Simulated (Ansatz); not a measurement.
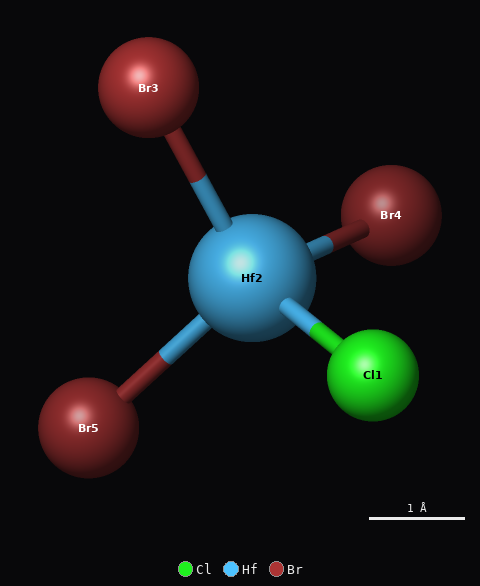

Figure 1. The structure as given in the input (ball-and-stick view, seen at a tilt; atoms are numbered from 1 in the order of the input). Sticks mark near contacts. Bond lengths as drawn: Br–Hf 2.47 Å and Cl–Hf 2.31 Å.

**Single-point calculation, with input and output: HfBr3Cl**

HfBr3Cl, computed with RKS BLYP-D4/def2-TZVPP (Ansatz 0.2.0).

The geometry comes from this level: PBE0-D4/def2-TZVP.

## The program's output
```
Functional definition: BLYP
  name "BLYP"
  cite "Becke, Phys. Rev. A 38, 3098 (1988) doi:10.1103/PhysRevA.38.3098"
  cite "Lee, Yang & Parr, Phys. Rev. B 37, 785 (1988) doi:10.1103/PhysRevB.37.785"
  parameter beta = 0.0042
  parameter a = 0.04918
  parameter b = 0.132
  parameter c = 0.2533
  parameter d = 0.349
  exchange = b88_x(beta = beta)
  correlation = lyp_c(a = a, b = b, c = c, d = d)
1780 factors; their error is unknown
mean field evaluation 1: about -223977.9157 eV, gradient 2.5e1 eV
mean field evaluation 2: about -223977.6506 eV, gradient 2.6e1 eV
mean field evaluation 4: about -223979.0479 eV, gradient 5.6e0 eV
mean field evaluation 8: about -223979.0569 eV, gradient 8.3e-2 eV
mean field evaluation 16: about -223979.0569 eV, gradient 3.9e-5 eV
mean field -223979.05693267 eV, -8231.0785238180 hartree, gradient 3.9e-5 eV, S^2 0.000000; 0 other end points of the search recorded, 0 dependent functions left out
reference -223979.05732244 eV, -8231.0785381418 hartree; 67, 67 occupied and 175, 175 virtual orbitals, 1780 factors
Total energy: -223979.50912107 eV, -8231.0951414352 hartree
```

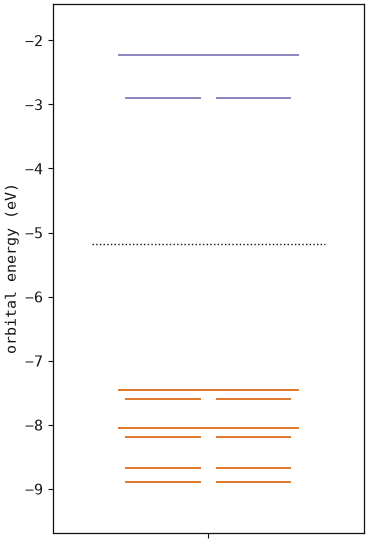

Figure 2. Orbital energies near the frontier; the dotted line parts filled from empty levels, and levels within 0.02 eV of each other stand side by side. Highest filled −7.46 eV, lowest empty −2.91 eV, 4.55 eV apart.

This output came from the following input.

## Input file
```yaml
crystal:
  periodic: [false, false, false]
  atoms:
    - {symbol: Cl, position_ang: [-0.685381, -0.259349, 2.214059]}
    - {symbol: Hf, position_ang: [0.001497, -0.017639, 0.018537]}
    - {symbol: Br, position_ang: [2.099322, -1.275287, -0.325569]}
    - {symbol: Br, position_ang: [-1.748181, -0.896670, -1.487208]}
    - {symbol: Br, position_ang: [0.382744, 2.375244, -0.461219]}
basis:
  gaussian: {orbitals: def2-TZVPP}
hamiltonian: {xc: {name: BLYP}, dispersion: d4}
output: {orbitals: {seedname: orbitals}}
```

Launched with:
```bash
ansatz run in.yaml --threads 4 --pin off --events-out ev --progress --plain --max-ram 11315MiB
```

## Results in brief

- outcome: converged
- total energy: −223979.5091 eV
- mean-field energy: −223979.0573 eV
- dispersion energy: −0.4518 eV
- SCF solution under orbital rotations: stable
- HOMO: −7.46 eV
- LUMO: −2.91 eV
- hardware: 4 threads of Arm Neoverse V1, 23 GiB of memory available, shared host
- wall time: 4.1 s (CPU time 15 s)
- peak memory: 0.43 GiB
